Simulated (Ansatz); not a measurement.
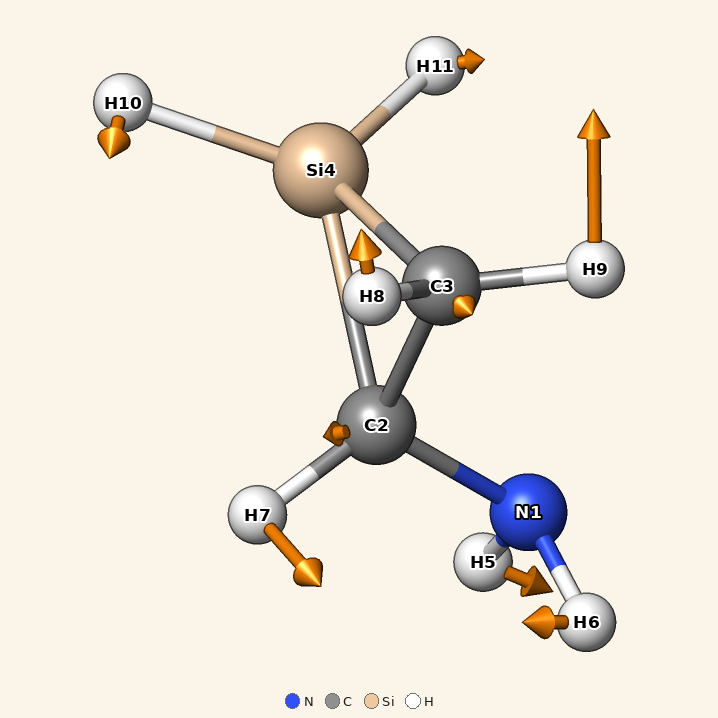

The arrows show one normal mode. Harmonic vibrations computed with RKS PBE0-D4/def2-TZVP (Ansatz 0.2.0) at a stationary point of the same level.

Q: At what wavenumber does it lie?

A: 1001 cm⁻¹; it is mode 14 of 27 counted from the lowest.
